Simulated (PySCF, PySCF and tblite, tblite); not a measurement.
# MeOCH2CF3 (C3H5F3O): conformers and averaged spectra

Which conformers does MeOCH2CF3 (C3H5F3O) (`COCC(F)(F)F`) populate, and what do their averaged NMR parameters look like?

Computed with tblite 0.8.0 (tight binding) and PySCF 2.14.0 (DFT, with response routines of our own); each step states its level. Atoms count from 0 throughout.

## 1. The starting structure

12 atoms, charge 0, multiplicity 1; geometry from: MMFF94s geometry.

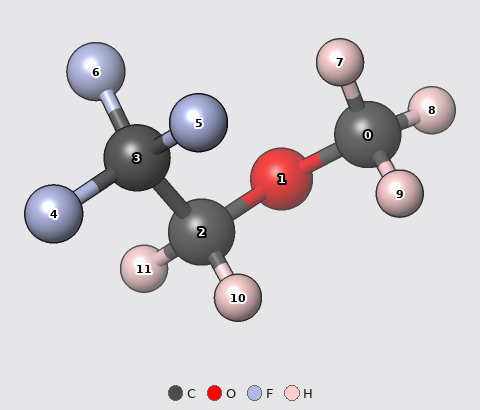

The starting geometry (carbon dark grey, oxygen red, fluorine light blue, hydrogen pink), atoms numbered.

## 2. GFN2-xTB relaxation, conformer 1

The job: settings as JSON, then the geometry in Å.

```
{"job": {"xc": "GFN2-xTB", "basis": "xTB", "kind": "relax"}, "charge": 0, "multiplicity": 1}
C      1.539500     0.671700    -0.052700
O      0.906700    -0.363600    -0.803600
C     -0.225600    -0.936100    -0.133100
C     -1.422400     0.014200     0.064800
F     -2.498200    -0.687400     0.526700
F     -1.154300     0.954500     0.995700
F     -1.784300     0.632300    -1.071900
H      0.915400     1.578200    -0.057500
H      2.487600     0.912700    -0.532100
H      1.726700     0.356700     0.980600
H      0.077200    -1.363400     0.820000
H     -0.567200    -1.770400    -0.762800
```

The run is started by

```sh
$ OMP_NUM_THREADS=1 python ens_run.py task.json out
```

One launch serves the whole session.

The program printed:

```text
step      E/eV     max force
  0    -740.95503    1.232
  1    -741.00222    0.428
  2    -741.01870    0.319
  3    -741.02615    0.267
  4    -741.03197    0.195
  5    -741.03542    0.177
  6    -741.03827    0.125
  7    -741.03947    0.098
  8    -741.04010    0.059
  9    -741.04045    0.055
 10    -741.04074    0.052
 11    -741.04105    0.054
 12    -741.04153    0.073
 13    -741.04222    0.084
 14    -741.04299    0.079
 15    -741.04365    0.074
 16    -741.04417    0.065
 17    -741.04456    0.055
 18    -741.04481    0.038
 19    -741.04481    0.038
 20    -741.04491    0.035
 21    -741.04509    0.034
 22    -741.04518    0.031
 23    -741.04535    0.039
 24    -741.04549    0.033
 25    -741.04562    0.029
 26    -741.04571    0.023
 27    -741.04580    0.025
 28    -741.04587    0.027
 29    -741.04594    0.023
 30    -741.04602    0.024
 31    -741.04611    0.028
 32    -741.04622    0.027
 33    -741.04633    0.026
 34    -741.04645    0.031
 35    -741.04662    0.040
 36    -741.04684    0.044
 37    -741.04713    0.043
 38    -741.04743    0.043
 39    -741.04770    0.035
 40    -741.04791    0.033
 41    -741.04804    0.031
 42    -741.04813    0.026
 43    -741.04822    0.024
 44    -741.04832    0.028
 45    -741.04841    0.031
 46    -741.04850    0.024
 47    -741.04858    0.021
 48    -741.04864    0.019
 49    -741.04869    0.016
 50    -741.04872    0.014
 51    -741.04875    0.014
 52    -741.04877    0.014
 53    -741.04878    0.010
 54    -741.04880    0.010
 55    -741.04881    0.008
 56    -741.04882    0.008
 57    -741.04883    0.009
 58    -741.04884    0.009
 59    -741.04885    0.007
 60    -741.04886    0.006
 61    -741.04886    0.006
 62    -741.04886    0.004
 63    -741.04887    0.004
```

Run time: 0.23 s. Hardware: 1 thread of Arm Neoverse V2, shared host.

Gain 0.094 eV; displacement 0.11 Å root mean square.

**GFN2-xTB relaxation, conformer 2**

The job: settings as JSON, then the geometry in Å.

```
{"job": {"xc": "GFN2-xTB", "basis": "xTB", "kind": "relax"}, "charge": 0, "multiplicity": 1}
C     -1.920800    -0.113400    -0.213900
O     -0.618700    -0.641600    -0.274100
C      0.378900     0.316800     0.137900
C      1.787400    -0.231700     0.076500
F      2.674900     0.709000     0.477300
F      1.939800    -1.293500     0.913300
F      2.135100    -0.625200    -1.165300
H     -2.017100     0.744600    -0.890900
H     -2.173700     0.192000     0.808700
H     -2.634900    -0.889800    -0.521500
H      0.148500     0.646600     1.155500
H      0.301800     1.185300    -0.529500
```

The program printed:

```text
step      E/eV     max force
  0    -740.89465    1.550
  1    -740.95083    0.513
  2    -740.96719    0.424
  3    -740.97572    0.231
  4    -740.98001    0.184
  5    -740.98319    0.168
  6    -740.98703    0.188
  7    -740.98900    0.121
  8    -740.98981    0.081
  9    -740.99029    0.089
 10    -740.99100    0.096
 11    -740.99195    0.099
 12    -740.99320    0.123
 13    -740.99474    0.120
 14    -740.99653    0.136
 15    -740.99800    0.130
 16    -740.99871    0.065
 17    -740.99894    0.029
 18    -740.99894    0.029
 19    -740.99899    0.023
 20    -740.99912    0.014
 21    -740.99914    0.011
 22    -740.99916    0.007
 23    -740.99917    0.006
 24    -740.99917    0.005
 25    -740.99918    0.004
 26    -740.99918    0.004
```

It took 0.09 s on 1 thread of Arm Neoverse V2, shared host.

Gain 0.105 eV; displacement 0.07 Å root mean square.

## 3. Shieldings, conformer 1: B97-2/pcSseg-1 in tetrahydrofuran

The job: settings as JSON, then the geometry in Å.

```
{"job": {"xc": "B97-2", "basis": "pcSseg-1", "solvent": "tetrahydrofuran", "kind": "nmr", "pop": true}, "charge": 0, "multiplicity": 1}
C      1.543404     0.665974    -0.069556
O      0.853766    -0.345552    -0.779956
C     -0.211305    -0.925019    -0.100128
C     -1.428573    -0.000133     0.056701
F     -2.523866    -0.713603     0.364157
F     -1.278205     0.898196     1.044227
F     -1.704660     0.687591    -1.052320
H      0.939928     1.570527     0.044732
H      2.423309     0.894894    -0.666154
H      1.851174     0.310046     0.919427
H      0.068781    -1.260982     0.910690
H     -0.532554    -1.782626    -0.697848
```

The program printed:

```text
coarse grid: 10704 points
cycle   1  E = -491.6471702410  dE =  9.982e-01  |g| = 1.019e+00  |ddm| = 2.869e+00
cycle   2  E = -491.4314961932  dE =  2.157e-01  |g| = 1.565e+00  |ddm| = 1.333e+00
cycle   3  E = -491.8171125444  dE = -3.856e-01  |g| = 6.116e-02  |ddm| = 8.530e-01
cycle   4  E = -491.8175431348  dE = -4.306e-04  |g| = 4.122e-02  |ddm| = 5.459e-02
cycle   5  E = -491.8178415117  dE = -2.984e-04  |g| = 8.960e-03  |ddm| = 2.586e-02
cycle   6  E = -491.8178530044  dE = -1.149e-05  |g| = 2.644e-03  |ddm| = 6.497e-03
cycle   7  E = -491.8178544510  dE = -1.447e-06  |g| = 2.476e-04  |ddm| = 2.180e-03
final grid: 106504 points
cycle   8  E = -491.8791575314  dE = -6.172e-05  |g| = 1.251e-02  |ddm| = 2.521e-02
cycle   9  E = -491.8791387509  dE =  1.878e-05  |g| = 1.669e-02  |ddm| = 1.381e-02
cycle  10  E = -491.8791784504  dE = -3.970e-05  |g| = 8.931e-04  |ddm| = 8.550e-03
cycle  11  E = -491.8791785958  dE = -1.454e-07  |g| = 2.095e-04  |ddm| = 7.267e-04
cycle  12  E = -491.8791786001  dE = -4.316e-09  |g| = 1.133e-04  |ddm| = 1.560e-04
cycle  13  E = -491.8791786024  dE = -2.291e-09  |g| = 9.743e-06  |ddm| = 7.151e-05
cycle  14  E = -491.8791786024  dE = -1.580e-11  |g| = 2.957e-06  |ddm| = 6.597e-06
converged SCF energy = -491.8791786024

GIAO shielding tensors (ppm)
atom      isotropic    diamagn.    paramagn.     s11        s22        s33       span
  0 C      125.036     246.181    -121.145     92.696    101.246    181.165     88.469
  1 O      325.959     394.966     -69.007    308.623    323.470    345.784     37.161
  2 C      112.445     246.450    -134.005     89.905     99.297    148.132     58.226
  3 C       53.274     243.688    -190.413     48.774     53.456     57.593      8.820
  4 F      262.101     471.116    -209.016    177.525    259.835    348.941    171.415
  5 F      250.109     476.091    -225.982    167.068    249.349    333.912    166.844
  6 F      269.698     474.293    -204.595    182.697    282.572    343.826    161.129
  7 H       27.940      30.563      -2.623     23.703     27.288     32.830      9.127
  8 H       27.863      28.605      -0.742     23.946     25.404     34.239     10.292
  9 H       28.414      29.621      -1.207     25.212     26.058     33.972      8.760
 10 H       27.832      29.522      -1.690     23.958     28.166     31.372      7.413
 11 H       27.423      28.089      -0.665     22.896     27.526     31.848      8.951
```

Run time: 13 s. Hardware: 1 thread of Arm Neoverse V2, shared host; peak memory 0.77 GiB.

In short: HOMO -7.72 eV, LUMO 1.72 eV; dipole 2.29 D.

## 4. Single-point energy, conformer 1: B3LYP/def2-TZVP in tetrahydrofuran

Changed since step 3:

```diff
@@ -1,2 +1,2 @@
-{"job": {"xc": "B97-2", "basis": "pcSseg-1", "solvent": "tetrahydrofuran", "kind": "nmr", "pop": true}, "charge": 0, "multiplicity": 1}
+{"job": {"xc": "B3LYP", "basis": "def2-TZVP", "solvent": "tetrahydrofuran", "kind": "sp"}, "charge": 0, "multiplicity": 1}
 C      1.543404     0.665974    -0.069556
```

The program printed:

```text
coarse grid: 10704 points
cycle   1  E = -492.1080769676  dE =  1.004e+00  |g| = 1.066e+00  |ddm| = 2.624e+00
cycle   2  E = -491.8120345669  dE =  2.960e-01  |g| = 1.761e+00  |ddm| = 1.312e+00
cycle   3  E = -492.2873970192  dE = -4.754e-01  |g| = 8.480e-02  |ddm| = 8.594e-01
cycle   4  E = -492.2880547246  dE = -6.577e-04  |g| = 6.388e-02  |ddm| = 7.637e-02
cycle   5  E = -492.2887167134  dE = -6.620e-04  |g| = 1.227e-02  |ddm| = 3.450e-02
cycle   6  E = -492.2887384608  dE = -2.175e-05  |g| = 3.573e-03  |ddm| = 8.713e-03
cycle   7  E = -492.2887411559  dE = -2.695e-06  |g| = 3.509e-04  |ddm| = 2.758e-03
final grid: 106504 points
cycle   8  E = -492.2927032348  dE = -8.600e-05  |g| = 7.569e-03  |ddm| = 5.230e-02
cycle   9  E = -492.2926945266  dE =  8.708e-06  |g| = 1.052e-02  |ddm| = 8.529e-03
cycle  10  E = -492.2927130846  dE = -1.856e-05  |g| = 1.020e-03  |ddm| = 4.731e-03
cycle  11  E = -492.2927132537  dE = -1.690e-07  |g| = 3.196e-04  |ddm| = 8.178e-04
cycle  12  E = -492.2927132739  dE = -2.023e-08  |g| = 9.108e-05  |ddm| = 2.644e-04
cycle  13  E = -492.2927132751  dE = -1.184e-09  |g| = 2.532e-05  |ddm| = 5.259e-05
cycle  14  E = -492.2927132752  dE = -1.014e-10  |g| = 2.915e-06  |ddm| = 1.391e-05
converged SCF energy = -492.2927132752
```

Run time: 14 s. Hardware: 1 thread of Arm Neoverse V2, shared host; peak memory 0.82 GiB.

In short: HOMO -7.77 eV, LUMO 1.17 eV; dipole 2.32 D.

## 5. Shieldings, conformer 2: B97-2/pcSseg-1 in tetrahydrofuran

The job: settings as JSON, then the geometry in Å.

```
{"job": {"xc": "B97-2", "basis": "pcSseg-1", "solvent": "tetrahydrofuran", "kind": "nmr", "pop": false}, "charge": 0, "multiplicity": 1}
C     -1.904425    -0.125815    -0.215355
O     -0.575395    -0.593862    -0.247190
C      0.352357     0.372026     0.148649
C      1.742595    -0.248260     0.076550
F      2.675181     0.645516     0.452038
F      1.877808    -1.303003     0.881570
F      2.066122    -0.643079    -1.155657
H     -2.040508     0.722966    -0.894750
H     -2.192126     0.176240     0.797821
H     -2.523983    -0.957752    -0.539794
H      0.183581     0.703430     1.185596
H      0.339990     1.250907    -0.515505
```

The program printed:

```text
coarse grid: 10704 points
cycle   1  E = -491.6516120026  dE =  1.010e+00  |g| = 1.011e+00  |ddm| = 2.874e+00
cycle   2  E = -491.4624737825  dE =  1.891e-01  |g| = 1.512e+00  |ddm| = 1.253e+00
cycle   3  E = -491.8187782840  dE = -3.563e-01  |g| = 5.117e-02  |ddm| = 7.799e-01
cycle   4  E = -491.8191293859  dE = -3.511e-04  |g| = 2.911e-02  |ddm| = 4.465e-02
cycle   5  E = -491.8192930756  dE = -1.637e-04  |g| = 7.633e-03  |ddm| = 1.980e-02
cycle   6  E = -491.8193018600  dE = -8.784e-06  |g| = 2.296e-03  |ddm| = 4.825e-03
final grid: 106504 points
cycle   7  E = -491.8803228235  dE = -5.504e-05  |g| = 1.495e-02  |ddm| = 2.296e-02
cycle   8  E = -491.8802929066  dE =  2.992e-05  |g| = 2.037e-02  |ddm| = 1.710e-02
cycle   9  E = -491.8803533254  dE = -6.042e-05  |g| = 1.107e-03  |ddm| = 1.059e-02
cycle  10  E = -491.8803535427  dE = -2.173e-07  |g| = 2.217e-04  |ddm| = 8.268e-04
cycle  11  E = -491.8803535473  dE = -4.629e-09  |g| = 1.188e-04  |ddm| = 1.521e-04
cycle  12  E = -491.8803535499  dE = -2.538e-09  |g| = 8.003e-06  |ddm| = 6.869e-05
cycle  13  E = -491.8803535499  dE = -8.640e-12  |g| = 2.854e-06  |ddm| = 7.783e-06
converged SCF energy = -491.8803535499

GIAO shielding tensors (ppm)
atom      isotropic    diamagn.    paramagn.     s11        s22        s33       span
  0 C      125.078     244.020    -118.942     93.836     98.248    183.150     89.314
  1 O      325.254     397.745     -72.491    296.993    315.540    363.230     66.237
  2 C      111.827     246.993    -135.165     89.896     95.108    150.478     60.582
  3 C       54.652     243.187    -188.534     50.868     55.802     57.287      6.419
  4 F      263.430     471.573    -208.143    177.807    261.007    351.476    173.669
  5 F      266.528     473.437    -206.909    183.045    269.685    346.853    163.808
  6 F      266.453     473.419    -206.965    182.959    269.511    346.890    163.931
  7 H       28.272      28.914      -0.642     24.515     25.908     34.392      9.877
  8 H       28.272      28.920      -0.648     24.514     25.913     34.390      9.877
  9 H       27.764      28.333      -0.569     23.847     25.291     34.154     10.307
 10 H       27.806      29.959      -2.153     24.563     27.532     31.323      6.761
 11 H       27.800      29.944      -2.144     24.559     27.522     31.319      6.760
```

Wall time 11 s (1 thread of Arm Neoverse V2, shared host); peak memory 0.79 GiB.

Key values: HOMO -7.61 eV, LUMO 1.62 eV; dipole 3.90 D.

## 6. Single-point energy, conformer 2: B3LYP/def2-TZVP in tetrahydrofuran

Changed since step 5:

```diff
@@ -1,2 +1,2 @@
-{"job": {"xc": "B97-2", "basis": "pcSseg-1", "solvent": "tetrahydrofuran", "kind": "nmr", "pop": false}, "charge": 0, "multiplicity": 1}
+{"job": {"xc": "B3LYP", "basis": "def2-TZVP", "solvent": "tetrahydrofuran", "kind": "sp"}, "charge": 0, "multiplicity": 1}
 C     -1.904425    -0.125815    -0.215355
```

The program printed:

```text
coarse grid: 10704 points
cycle   1  E = -492.1146304364  dE =  1.015e+00  |g| = 1.058e+00  |ddm| = 2.595e+00
cycle   2  E = -491.8492926854  dE =  2.653e-01  |g| = 1.704e+00  |ddm| = 1.330e+00
cycle   3  E = -492.2908912382  dE = -4.416e-01  |g| = 7.224e-02  |ddm| = 8.688e-01
cycle   4  E = -492.2913881657  dE = -4.969e-04  |g| = 5.242e-02  |ddm| = 6.188e-02
cycle   5  E = -492.2918451508  dE = -4.570e-04  |g| = 1.194e-02  |ddm| = 2.968e-02
cycle   6  E = -492.2918651026  dE = -1.995e-05  |g| = 3.306e-03  |ddm| = 7.675e-03
cycle   7  E = -492.2918673107  dE = -2.208e-06  |g| = 3.484e-04  |ddm| = 2.456e-03
final grid: 106504 points
cycle   8  E = -492.2945398097  dE = -8.663e-05  |g| = 6.925e-03  |ddm| = 4.641e-02
cycle   9  E = -492.2945335861  dE =  6.224e-06  |g| = 9.247e-03  |ddm| = 7.653e-03
cycle  10  E = -492.2945483641  dE = -1.478e-05  |g| = 9.038e-04  |ddm| = 4.249e-03
cycle  11  E = -492.2945484861  dE = -1.221e-07  |g| = 3.022e-04  |ddm| = 7.287e-04
cycle  12  E = -492.2945485044  dE = -1.824e-08  |g| = 8.195e-05  |ddm| = 2.373e-04
cycle  13  E = -492.2945485053  dE = -9.702e-10  |g| = 1.952e-05  |ddm| = 4.871e-05
converged SCF energy = -492.2945485053
```

It took 12 s on 1 thread of Arm Neoverse V2, shared host; peak memory 0.82 GiB.

Key values: HOMO -7.69 eV, LUMO 1.05 eV; dipole 3.85 D.

[end of part 1 of 2]
